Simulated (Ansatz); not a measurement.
Molecular dynamics of C$_{24}$H$_{11}$N$_{2}$ (part 2 of 2)

Continued. System: C$_{24}$H$_{11}$N$_{2}$ (slab, 37 atoms in the cell). Method: DFT PBEsol, scalar-relativistic, plane waves, PAW, PAW set soft_1, spin-polarised (Ansatz 0.2.0); cutoff 420 eV, 2×2×1 k-mesh, Fermi–Dirac smearing of 0.02 eV, collinear spins. The input holds or restrains some coordinates. It belongs to a series of runs on one base structure; here: dynamics from the start.

**What the program printed, continued**
```
md step    32: t =    16.00 fs  T =  2119.7 K  F+E_penalty+E_count = -6849.47926076 eV  E_kin = 5.205951 eV  conserved = -6844.27330978 eV  (9 SCF iters)
md step    33: t =    16.50 fs  T =  2135.0 K  F+E_penalty+E_count = -6849.51707190 eV  E_kin = 5.243380 eV  conserved = -6844.27369186 eV  (9 SCF iters)
md step    34: t =    17.00 fs  T =  2150.0 K  F+E_penalty+E_count = -6849.55432320 eV  E_kin = 5.280211 eV  conserved = -6844.27411180 eV  (9 SCF iters)
md step    35: t =    17.50 fs  T =  2162.2 K  F+E_penalty+E_count = -6849.58462730 eV  E_kin = 5.310119 eV  conserved = -6844.27450801 eV  (9 SCF iters)
md step    36: t =    18.00 fs  T =  2169.2 K  F+E_penalty+E_count = -6849.60211908 eV  E_kin = 5.327321 eV  conserved = -6844.27479781 eV  (9 SCF iters)
md step    37: t =    18.50 fs  T =  2169.4 K  F+E_penalty+E_count = -6849.60274428 eV  E_kin = 5.327853 eV  conserved = -6844.27489174 eV  (8 SCF iters)
md step    38: t =    19.00 fs  T =  2162.5 K  F+E_penalty+E_count = -6849.58559862 eV  E_kin = 5.310875 eV  conserved = -6844.27472373 eV  (8 SCF iters)
md step    39: t =    19.50 fs  T =  2149.7 K  F+E_penalty+E_count = -6849.55386178 eV  E_kin = 5.279572 eV  conserved = -6844.27428997 eV  (8 SCF iters)
md step    40: t =    20.00 fs  T =  2134.0 K  F+E_penalty+E_count = -6849.51475499 eV  E_kin = 5.241077 eV  conserved = -6844.27367790 eV  (8 SCF iters)
md step    41: t =    20.50 fs  T =  2119.4 K  F+E_penalty+E_count = -6849.47810537 eV  E_kin = 5.205043 eV  conserved = -6844.27306224 eV  (8 SCF iters)
md step    42: t =    21.00 fs  T =  2109.6 K  F+E_penalty+E_count = -6849.45362828 eV  E_kin = 5.180978 eV  conserved = -6844.27265012 eV  (8 SCF iters)
md step    43: t =    21.50 fs  T =  2107.2 K  F+E_penalty+E_count = -6849.44777390 eV  E_kin = 5.175182 eV  conserved = -6844.27259208 eV  (8 SCF iters)
md step    44: t =    22.00 fs  T =  2112.7 K  F+E_penalty+E_count = -6849.46145534 eV  E_kin = 5.188546 eV  conserved = -6844.27290929 eV  (8 SCF iters)
md step    45: t =    22.50 fs  T =  2123.9 K  F+E_penalty+E_count = -6849.48972206 eV  E_kin = 5.216237 eV  conserved = -6844.27348510 eV  (8 SCF iters)
md step    46: t =    23.00 fs  T =  2137.4 K  F+E_penalty+E_count = -6849.52350467 eV  E_kin = 5.249379 eV  conserved = -6844.27412561 eV  (8 SCF iters)
md step    47: t =    23.50 fs  T =  2149.0 K  F+E_penalty+E_count = -6849.55255505 eV  E_kin = 5.277909 eV  conserved = -6844.27464631 eV  (8 SCF iters)
md step    48: t =    24.00 fs  T =  2155.3 K  F+E_penalty+E_count = -6849.56830522 eV  E_kin = 5.293372 eV  conserved = -6844.27493365 eV  (8 SCF iters)
md step    49: t =    24.50 fs  T =  2154.3 K  F+E_penalty+E_count = -6849.56570472 eV  E_kin = 5.290745 eV  conserved = -6844.27495968 eV  (8 SCF iters)
md step    50: t =    25.00 fs  T =  2145.4 K  F+E_penalty+E_count = -6849.54376842 eV  E_kin = 5.269007 eV  conserved = -6844.27476155 eV  (8 SCF iters)
md step    51: t =    25.50 fs  T =  2129.8 K  F+E_penalty+E_count = -6849.50509982 eV  E_kin = 5.230690 eV  conserved = -6844.27440972 eV  (8 SCF iters)
md step    52: t =    26.00 fs  T =  2109.5 K  F+E_penalty+E_count = -6849.45485357 eV  E_kin = 5.180872 eV  conserved = -6844.27398143 eV  (9 SCF iters)
md step    53: t =    26.50 fs  T =  2087.2 K  F+E_penalty+E_count = -6849.39954123 eV  E_kin = 5.125996 eV  conserved = -6844.27354569 eV  (9 SCF iters)
md step    54: t =    27.00 fs  T =  2065.5 K  F+E_penalty+E_count = -6849.34592744 eV  E_kin = 5.072770 eV  conserved = -6844.27315760 eV  (9 SCF iters)
md step    55: t =    27.50 fs  T =  2047.0 K  F+E_penalty+E_count = -6849.30012370 eV  E_kin = 5.027266 eV  conserved = -6844.27285775 eV  (9 SCF iters)
md step    56: t =    28.00 fs  T =  2033.5 K  F+E_penalty+E_count = -6849.26690310 eV  E_kin = 4.994229 eV  conserved = -6844.27267377 eV  (9 SCF iters)
md step    57: t =    28.50 fs  T =  2026.4 K  F+E_penalty+E_count = -6849.24922430 eV  E_kin = 4.976602 eV  conserved = -6844.27262190 eV  (9 SCF iters)
md step    58: t =    29.00 fs  T =  2025.8 K  F+E_penalty+E_count = -6849.24794841 eV  E_kin = 4.975241 eV  conserved = -6844.27270786 eV  (9 SCF iters)
md step    59: t =    29.50 fs  T =  2031.3 K  F+E_penalty+E_count = -6849.26174033 eV  E_kin = 4.988813 eV  conserved = -6844.27292736 eV  (8 SCF iters)
md step    60: t =    30.00 fs  T =  2041.5 K  F+E_penalty+E_count = -6849.28715793 eV  E_kin = 5.013895 eV  conserved = -6844.27326328 eV  (8 SCF iters)
md step    61: t =    30.50 fs  T =  2054.3 K  F+E_penalty+E_count = -6849.31894355 eV  E_kin = 5.045259 eV  conserved = -6844.27368492 eV  (8 SCF iters)
md step    62: t =    31.00 fs  T =  2067.0 K  F+E_penalty+E_count = -6849.35053819 eV  E_kin = 5.076391 eV  conserved = -6844.27414711 eV  (8 SCF iters)
md step    63: t =    31.50 fs  T =  2076.7 K  F+E_penalty+E_count = -6849.37483591 eV  E_kin = 5.100247 eV  conserved = -6844.27458910 eV  (8 SCF iters)
md step    64: t =    32.00 fs  T =  2080.8 K  F+E_penalty+E_count = -6849.38517360 eV  E_kin = 5.110236 eV  conserved = -6844.27493764 eV  (8 SCF iters)
md step    65: t =    32.50 fs  T =  2077.2 K  F+E_penalty+E_count = -6849.37649894 eV  E_kin = 5.101384 eV  conserved = -6844.27511472 eV  (8 SCF iters)
md step    66: t =    33.00 fs  T =  2065.0 K  F+E_penalty+E_count = -6849.34656314 eV  E_kin = 5.071506 eV  conserved = -6844.27505670 eV  (8 SCF iters)
md step    67: t =    33.50 fs  T =  2044.9 K  F+E_penalty+E_count = -6849.29685288 eV  E_kin = 5.022113 eV  conserved = -6844.27474027 eV  (8 SCF iters)
md step    68: t =    34.00 fs  T =  2019.0 K  F+E_penalty+E_count = -6849.23285451 eV  E_kin = 4.958644 eV  conserved = -6844.27421089 eV  (8 SCF iters)
preconditioner: auto → Resta (q_TF=auto, 2.048 Å⁻¹)  ε∞=2.1  [insulator: Δε(μ)=1.223 eV  Ē_g=15.153 eV  σ=0.020 eV  W_gap=1.00  n_scr=98 (ndim 8)  ℏωp=15.7 eV  f_vac=0.615  D(μ)=0.00/eV (n_scr^D=0)  ε∞_Penn≈2.1  vacuum switching on, ρ_ref=1.7e-2 e/Å³]
spin=Collinear: Resta preconditioning applied to the charge; magnetization (m = ρ↑ − ρ↓) channel mixes plain (no charge-response kernel on spin).
md step    69: t =    34.50 fs  T =  1990.9 K  F+E_penalty+E_count = -6849.16324769 eV  E_kin = 4.889652 eV  conserv
```

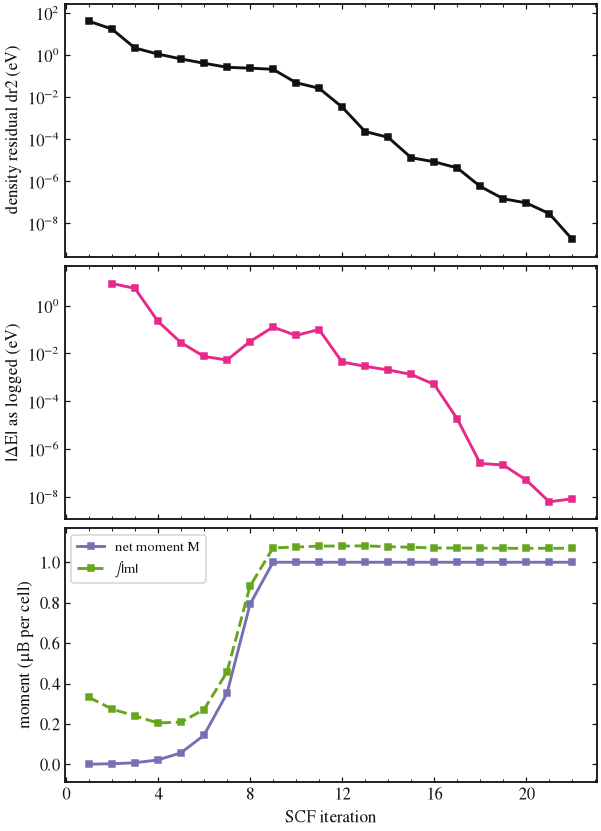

Figure 1. Convergence of the self-consistent field: density residual dr2, size of the energy change and magnetic moment against the SCF iteration. The residual falls at every step. The net moment goes from 0.0 to 1.0 μB per cell.

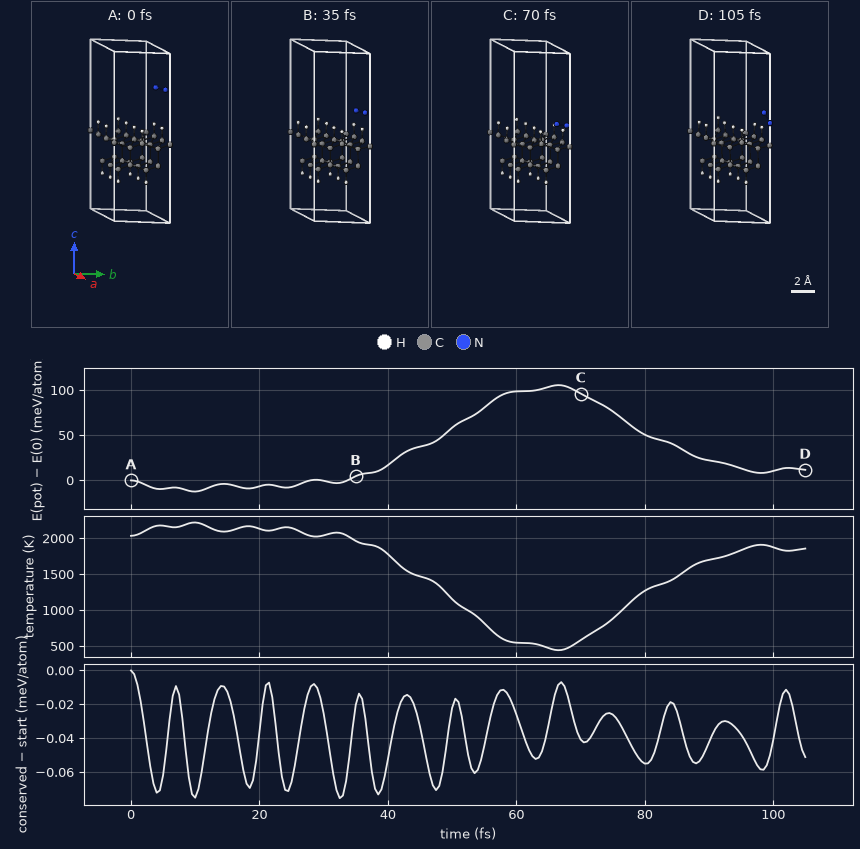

Figure 2. Frames of the molecular dynamics (ball-and-stick, simulation cell, with the vacuum cut short, seen slightly off an axis) above the curves, on which the letters mark them. The trajectory kept here has 211 frames over 105 fs. The temperature starts at 2036 K, ranges from 444 to 2222 K and averages 1182 K over the second half. The potential energy ends 11.7 meV/atom above its first value. The conserved quantity stays within 0.075 meV/atom. With the common drift removed, the root-mean-square displacement is 0.68 Å, and N36 has moved furthest (3.12 Å).

```
[...]
Fermi energy:    0.889798 eV
--- Per-component energies (eV) ---
  E_band       = -982.212456
  E_kinetic    = 2533.729640
  E_local      = -66570.031542  (includes V_loc(G=0)·N_el)
  E_nonlocal   = 633.151536
  E_hartree    = 32162.651846
  E_xc         = -1339.790233
  E_vxc        = -1668.122532  (∫ρ·V_xc dr)
  E_paw        = -2558.427015  (= ΣΔE_a)
  E_vpaw       = -236.232673  (= ΣTr[D̂ρ^β])
  E_aug_tail   = -0.009357  (compensation charges beyond the density's cutoff)
  E_ewald      = 28289.323843
  E_core_change = 0.562609  (= ΣΔE_core)
  E_smearing   = -0.000000  (= −TS)
  E_closure    = 0.000000  (closes the sum)
  Σ components = -6848.838673   (vs F -6848.838673, Δ=0.00e0)
--- Forces (eV/Å), atoms counted from 1 ---
  atom   1  H     -0.06142336    -0.04464970    -0.30087003
  atom   2  H     -0.09389262    -0.00945587    -0.32973604
  atom   3  H     -0.03881540     0.00856126    -0.28033240
  atom   4  H     -0.05491360     0.02850310    -0.28345488
  atom   5  H     -0.02948635    -0.02161841    -0.32569935
  atom   6  H     -0.03972952    -0.01181577    -0.32424270
  atom   7  C      0.00121630    -0.02875799     1.52692697
  atom   8  C      0.07704043    -0.04567771     1.40680612
  atom   9  C     -0.01654724     0.04144036     1.72496380
  atom  10  C      0.05482376    -0.00775997     1.61298325
  atom  11  C      0.06231098    -0.03866631     1.62920543
  atom  12  C     -0.08062844    -0.00276444     1.59646103
  atom  13  C     -0.15946670     0.03850975    -0.59066029
  atom  14  C     -0.84264358     0.14439430    -0.91245354
  atom  15  C     -0.89438190    -0.35152059    -0.26219400
  atom  16  C     -0.68175415    -0.03931844    -0.81421285
  atom  17  C     -0.24873484    -0.30948381    -0.56244805
  atom  18  C     -0.32300638     0.03451423    -0.25980499
  atom  19  C     -0.36243731    -0.04820113     0.22091934
  atom  20  C      0.28612724     0.11533429     0.62856454
  atom  21  C      2.06173988     0.31604419    -0.89868001
  atom  22  C      0.57325760    -0.85527576     1.51888186
  atom  23  C     -0.80855758     0.61296401    -0.74202338
  atom  24  C      1.52549107    -1.09886220    -1.25081940
  atom  25  C     -0.07986097     0.26980230    -1.14031836
  atom  26  C     -1.30199649     0.41911682     0.62205220
  atom  27  C     -0.08178160     0.13923361    -1.52016409
  atom  28  C      0.58224259    -0.08606011    -2.22679158
  atom  29  C      0.35552864     0.56007016    -0.16280832
  atom  30  C      0.43176404    -0.12549096     0.11480296
  atom  31  H     -0.19574691    -0.14777540     0.24758700
  atom  32  H      0.24779328    -0.15116450    -0.06799646
  atom  33  H      0.00433606    -0.03559311    -0.40694478
  atom  34  H      0.09320546     0.25271344     0.19184916
  atom  35  H     -0.12548638     0.22353629     0.00565347
  atom  36  N      0.92295099     0.59553221     0.42407897
  atom  37  N     -0.75852587    -0.34035845     0.19094689
  max |Σ_I F_I| component: 2.75e-5 eV/Å
--- MD trajectory: 210 steps, t = 0.0 → 105.0 fs ---
  final state: T = 1858.5 K   F+E_penalty+E_count = -6848.83867325 eV   E_kin = 4.564455 eV
  conserved energy: peak-to-peak 2.787e-3 eV (7.534e-5 eV/atom) over 105.0 fs
```

**Trajectory as extended XYZ (Å, eV, eV/Å), 3 of the 211 frames kept, from step=0 to step=210**
```
37
Lattice="7.5731 0.0000 0.0000 2.5244 4.3723 0.0000 0.0000 0.0000 19.7764" Properties=species:S:1:pos:R:3:forces:R:3 step=0 time_fs=0.0 energy=-6849.27230 temperature=2035.9
H     1.2622    0.7287    1.0000   -0.0080  -0.0004  -0.2857
H     3.7866    0.7287    1.0000   -0.0036   0.0016  -0.3081
H     6.3109    0.7287    1.0000   -0.0021   0.0005  -0.2893
H     2.5244    2.9149    1.0000   -0.0043   0.0062  -0.2856
H     5.0487    2.9149    1.0000   -0.0212   0.0115  -0.3010
H     7.5731    2.9149    1.0000    0.0126  -0.0082  -0.2969
C     1.2622    0.7287    2.1000    0.0311  -0.0038   1.4115
C     3.7866    0.7287    2.1000    0.0291  -0.0130   1.3685
C     6.3109    0.7287    2.1000    0.0133  -0.0005   1.4068
C     2.5244    2.9149    2.1000    0.0213  -0.0215   1.4104
C     5.0487    2.9149    2.1000    0.0841  -0.0473   1.4262
C     7.5731    2.9149    2.1000   -0.0324   0.0172   1.4787
C     0.0000    1.4574    2.6153   -0.0309  -0.1856  -1.0719
C     2.5244    1.4574    2.6153   -0.0110   0.0035  -0.7828
C     5.0487    1.4574    2.6153   -0.0378   0.0084  -0.7888
C     1.2622    3.6436    2.6153    0.1394   0.1185  -1.0708
C     3.7866    3.6436    2.6153   -0.1833   0.1051  -1.0694
C     6.3109    3.6436    2.6153   -0.0364   0.0308  -0.7886
C     0.0000    1.4574    4.1611    0.0342  -0.2993   1.8092
C     2.5244    1.4574    4.1611    0.0051  -0.0020   0.7974
C     5.0487    1.4574    4.1611    0.0433  -0.0302   0.7928
C     1.2622    3.6436    4.1611    0.2772   0.1218   1.8087
C     3.7866    3.6436    4.1611   -0.2180   0.1294   1.8209
C     6.3109    3.6436    4.1611    0.0195  -0.0008   0.7786
C     0.0000    0.0000    4.6764   -0.0208   0.0098  -3.5124
C     2.5244    0.0000    4.6764    0.0820   0.0394  -1.3301
C     5.0487    0.0000    4.6764   -0.1308   0.0444  -1.3375
C     1.2622    2.1862    4.6764    0.0278  -0.0172  -1.2864
C     3.7866    2.1862    4.6764    0.0027  -0.0936  -1.3262
C     6.3109    2.1862    4.6764   -0.1041   0.0853  -1.3284
H     2.5244    0.0000    5.7764   -0.0064  -0.0076   0.2377
H     5.0487    0.0000    5.7764    0.0138  -0.0086   0.2391
H     1.2622    2.1862    5.7764   -0.0064   0.0027   0.2019
H     3.7866    2.1862    5.7764    0.0037   0.0105   0.2374
H     6.3109    2.1862    5.7764    0.0160  -0.0072   0.2389
N     6.3365   -0.0538    9.3751   -5.4049  -3.4569   0.5570
N     5.3672   -0.6726    9.4751    5.4064   3.4575  -0.5617
37
Lattice="7.5731 0.0000 0.0000 2.5244 4.3723 0.0000 0.0000 0.0000 19.7764" Properties=species:S:1:pos:R:3:forces:R:3 step=105 time_fs=52.5 energy=-6846.72296 temperature=997.1
H     1.2622    0.7287    1.0000   -0.0111  -0.0055  -0.2768
H     3.7866    0.7287    1.0000    0.0147  -0.0087  -0.2688
H     6.3109    0.7287    1.0000   -0.0148  -0.0115  -0.2844
H     2.5244    2.9149    1.0000   -0.0094   0.0156  -0.2733
H     5.0487    2.9149    1.0000   -0.0923   0.0363  -0.3392
H     7.5731    2.9149    1.0000    0.0198  -0.0097  -0.2887
C     1.2622    0.7287    2.1000   -0.0117  -0.0282   1.3946
C     3.7866    0.7287    2.1000   -0.0018   0.0247   1.1291
C     6.3109    0.7287    2.1000    0.0715  -0.0281   1.2811
C     2.5244    2.9149    2.1000    0.0259   0.0172   1.4195
C     5.0487    2.9149    2.1000    0.0018  -0.0211   0.7705
C     7.5731    2.9149    2.1000    0.0281  -0.0408   1.4185
C     0.0000    1.4574    2.6153   -0.1922  -0.1808  -1.2472
C     2.5244    1.4574    2.6153    0.1217  -0.0752  -1.5060
C     5.0487    1.4574    2.6153    0.0492   0.7462  -2.4597
C     1.2622    3.6436    2.6153    0.0618   0.0688  -1.0902
C     3.7866    3.6436    2.6153   -0.0996   0.0477  -1.0805
C     6.3109    3.6436    2.6153   -0.7454  -0.4821  -3.0086
C    -0.0067    1.4354    4.1758    0.2316   0.4717   0.0569
C     2.5188    1.4608    4.1274    0.1870  -0.1463   0.9616
C     5.0541    1.4749    4.0928   -0.5085   0.0919   1.0003
C     1.2615    3.6552    4.1932   -0.6989  -0.4630  -0.7797
C     3.7623    3.6537    4.1906    0.5222  -0.3515   0.1751
C     6.2966    3.6245    4.0702   -0.3551   0.3288   1.6168
C    -0.0042   -0.0049    4.5841   -0.4830   0.0852  -1.0409
C     2.5096   -0.0002    4.6512    0.5686   0.0814  -0.8047
C     4.9913    0.0260    4.5163   -0.9194   0.3442  -0.4750
C     1.2565    2.1747    4.6228    0.4227  -0.3713   0.3956
C     3.7862    2.1939    4.6479   -0.0860  -0.4520  -0.5260
C     6.3191    2.1758    4.6449   -0.6340   0.4435  -0.6652
H     2.5830    0.0061    5.7710   -0.0832  -0.0419  -0.3898
H     4.5860    0.2005    5.5002    0.5372  -0.0874   0.4533
H     1.3038    2.0776    5.7206   -0.0242   0.0013  -0.1491
H     3.8175    2.1302    5.7677   -0.0572   0.1110  -0.3657
H     6.2637    2.2397    5.7542    0.1049  -0.1254  -0.3401
N     6.3976   -0.0880    6.5168    4.6156   2.5593   2.6941
N     5.4830   -0.6626    6.5835   -2.5564  -2.5442   2.8925
37
Lattice="7.5731 0.0000 0.0000 2.5244 4.3723 0.0000 0.0000 0.0000 19.7764" Properties=species:S:1:pos:R:3:forces:R:3 step=210 time_fs=105.0 energy=-6848.83867 temperature=1858.5
H     1.2622    0.7287    1.0000   -0.0614  -0.0446  -0.3009
H     3.7866    0.7287    1.0000   -0.0939  -0.0095  -0.3297
H     6.3109    0.7287    1.0000   -0.0388   0.0086  -0.2803
H     2.5244    2.9149    1.0000   -0.0549   0.0285  -0.2835
H     5.0487    2.9149    1.0000   -0.0295  -0.0216  -0.3257
H     7.5731    2.9149    1.0000   -0.0397  -0.0118  -0.3242
C     1.2622    0.7287    2.1000    0.0012  -0.0288   1.5269
C     3.7866    0.7287    2.1000    0.0770  -0.0457   1.4068
C     6.3109    0.7287    2.1000   -0.0165   0.0414   1.7250
C     2.5244    2.9149    2.1000    0.0548  -0.0078   1.6130
C     5.0487    2.9149    2.1000    0.0623  -0.0387   1.6292
C     7.5731    2.9149    2.1000   -0.0806  -0.0028   1.5965
C     0.0000    1.4574    2.6153   -0.1595   0.0385  -0.5907
C     2.5244    1.4574    2.6153   -0.8426   0.1444  -0.9125
C     5.0487    1.4574    2.6153   -0.8944  -0.3515  -0.2622
C     1.2622    3.6436    2.6153   -0.6818  -0.0393  -0.8142
C     3.7866    3.6436    2.6153   -0.2487  -0.3095  -0.5624
C     6.3109    3.6436    2.6153   -0.3230   0.0345  -0.2598
C    -0.0534    1.4464    4.2030   -0.3624  -0.0482   0.2209
C     2.4432    1.4466    4.1555    0.2861   0.1153   0.6286
C     4.9307    1.4282    4.2081    2.0617   0.3160  -0.8987
C     1.1921    3.6563    4.1814    0.5733  -0.8553   1.5189
C     3.7551    3.6080    4.2197   -0.8086   0.6130  -0.7420
C     6.2353    3.6449    4.2108    1.5255  -1.0989  -1.2508
C    -0.0520   -0.0232    4.5970   -0.0799   0.2698  -1.1403
C     2.4957   -0.0090    4.6462   -1.3020   0.4191   0.6221
C     4.9721   -0.0096    4.7323   -0.0818   0.1392  -1.5202
C     1.1816    2.1841    4.7508    0.5822  -0.0861  -2.2268
C     3.6896    2.1418    4.6723    0.3555   0.5601  -0.1628
C     6.2097    2.1668    4.6725    0.4318  -0.1255   0.1148
H     2.5468    0.0604    5.7476   -0.1957  -0.1478   0.2476
H     4.9408    0.0175    5.8412    0.2478  -0.1512  -0.0680
H     1.2096    2.1892    5.8644    0.0043  -0.0356  -0.4069
H     3.6632    2.0669    5.7745    0.0932   0.2527   0.1918
H     6.2545    2.1218    5.7837   -0.1255   0.2235   0.0057
N     7.7924   -0.0588    6.6192    0.9230   0.5955   0.4241
N     7.1860   -0.4271    7.4833   -0.7585  -0.3404   0.1909
```
